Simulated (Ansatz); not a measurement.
A series of calculations on CH₇BO

Part 1: Relaxation

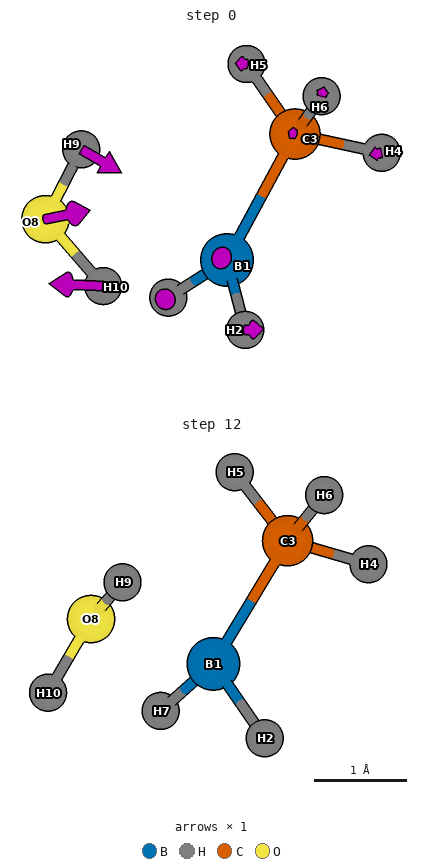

The structure of CH$_{7}$BO before (top) and after (bottom) a relaxation, at one scale. The purple arrows give the displacements, at their true length.

Style: ball-and-stick. Shown from a free direction.

The run prepares an end point of a later path (reaction) calculation, from a guessed geometry.

Computed with Ansatz 0.2.0, RKS PBE0/def2-SVP. Set-up: no spin polarisation; force threshold 0.03 eV/Å; at most 50 steps.

Describe what moved and what it gained.

The energy falls by 0.483 eV in 10 accepted moves (12 points after the start). Largest force component: 0.92 eV/Å at the start, 0.02 eV/Å at the end. The line search rejected the trial steps at points 5, 9 of the run. The atom that moves furthest after the best rigid fit is H10 (0.69 Å). By element the largest moves are H 0.69 Å, O 0.64 Å, B 0.33 Å, C 0.10 Å. Near-neighbour distances that change, for instance: B1–O8 2.600 → 1.706 Å, B1–C3 1.560 → 1.593 Å, B1–H2 1.202 → 1.229 Å, O8–H10 0.984 → 0.966 Å. Bond angles that change, for instance: C3–B1–H7 121.4° → 116.6°, H2–B1–C3 120.4° → 115.8°, H2–B1–H7 117.5° → 113.7°.

Part 2: Relaxation

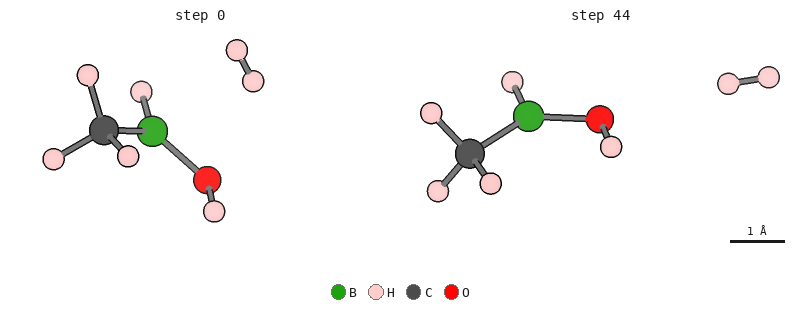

The structure of CH₇BO before (left) and after (right) a relaxation, at one scale.

The picture is a ball-and-stick view, seen at a tilt.

The run prepares an end point of a later path (reaction) calculation, from a guessed geometry.

Level of theory: RKS PBE0/def2-SVP (Ansatz 0.2.0). (no spin polarisation; force threshold 0.03 eV/Å; at most 50 steps)

> What changed between the two?

The energy falls by 0.250 eV in 39 accepted moves (44 points after the start). The largest force component goes from 1.8 to 0.0062 eV/Å. The line search rejected the trial steps at points 4, 6, 11, 36, 42 of the run. The forces were under the threshold at step 25, but the run went on from there. An H atom moves most after the best rigid fit: 2.71 Å. By element the largest moves are H 2.71 Å, O 1.39 Å, C 0.77 Å, B 0.62 Å. Near-neighbour distances that change, for instance: H–H 0.718 → 0.762 Å, B–O 1.380 → 1.353 Å. Among the angles between lasting bonds that change: B–C–H 111.7° → 109.6°. Groups turn about B–C by about 20°. Cost: 76 s on 1 thread of Intel(R) Xeon(R) Platinum 8488C (Sapphire Rapids), with other jobs on the host, peak memory 0.15 GiB.

Limits of the set-up: the start holds two separate molecules, 2.2 Å apart at their closest, whose relative position is a soft coordinate and is computed without a dispersion correction.

Part 3: Path

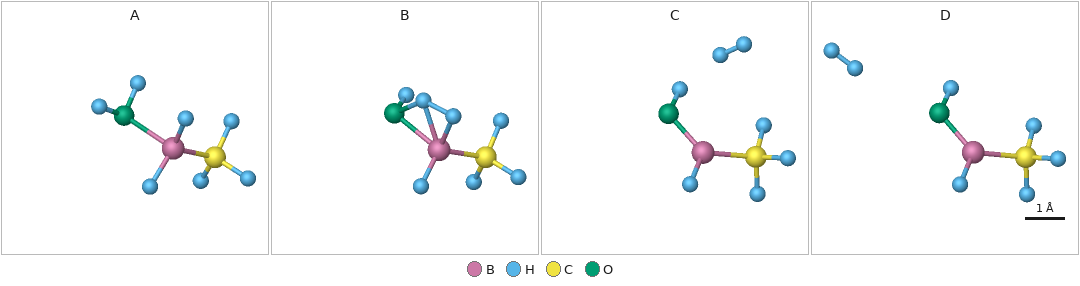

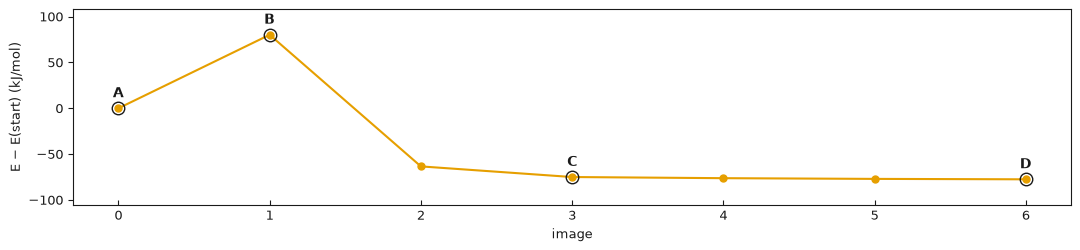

A nudged-elastic-band calculation for CH7BO. Images are numbered from 0 (start) to 6 (end). Frames A to D are images 0, 1, 3, 6. The picture is a ball-and-stick view, seen from a free direction.

Method: RKS PBE0/def2-SVP in Ansatz. Set-up: 5 movable images; climbing image; force threshold 0.05 eV/Å; iteration limit 60; starting path through a guess of the saddle point.

Read off the barrier and say what moves.

Breaking: B–H (1.23 → 4.54 Å), H–O (0.97 → 2.55 Å). Forming: H–H (2.46 → 0.76 Å). Forward barrier 80.2 kJ/mol, backward barrier 157.7 kJ/mol, with image 1 at the top; the reaction energy is −77.5 kJ/mol. The band is converged. At the top, the vibrational analysis gives one imaginary mode (1294i cm⁻¹), as a transition state must have.

The run took 4 min on 1 thread of Intel(R) Xeon(R) Platinum 8488C (Sapphire Rapids) (shared host), peak memory 0.15 GiB.
